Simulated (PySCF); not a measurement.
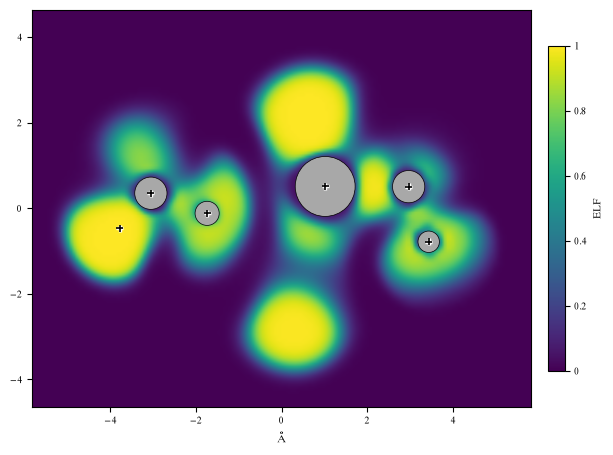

The electron localisation function on a plane through atoms (crosses mark nuclei in the plane; grey discs cover the cores).

Computed with PBE0/pcSseg-1, SCF density, gas phase, non-relativistic (PySCF).

Candidates:
A. C$_{3}$H$_{9}$F$_{3}$OSi$_{2}$
B. C$_{3}$H$_{8}$AlF$_{3}$O (SMILES C[O+]([AlH3-])CC(F)(F)F)
C. C$_{3}$H$_{15}$NSSi$_{3}$ (SMILES CC(C)([SiH2]N)[SiH2]S[SiH3])

> Which candidate gave the map?

Candidate A: C$_{3}$H$_{9}$F$_{3}$OSi$_{2}$ on the plane of atoms Si6, C7 and F9, which holds C, O, Si, F and H. C–F (1.37 Å): the ELF peaks at about 0.85 between the atoms: a polar covalent bond. C–Si (1.95 Å): the ELF peaks at about 1 between the atoms: a covalent bond.
